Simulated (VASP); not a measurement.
Band structure of Tb (hcp). Computed with optB86b-vdW, VASP's PBE PAW potentials (set 64) (plane waves; VASP 6.6.1).

The 4f electrons are frozen in the core of the lanthanide potential, so 4f levels, which can set the real gap, and their magnetism are missing.

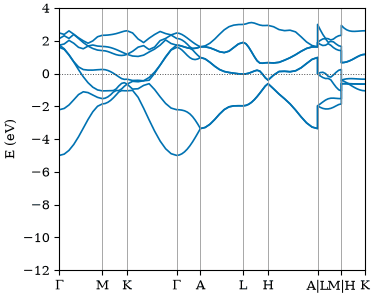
Figure: Bands along high-symmetry lines, zero at the valence-band maximum or, without a gap, the Fermi level

Question: Read the plot: is there a gap, and where are the band edges?

Answer: It has no gap at this level: it comes out as a metal or semimetal. (Edges off the drawn lines would not show.)

The compound is Tb in the hcp structure. It was relaxed first.
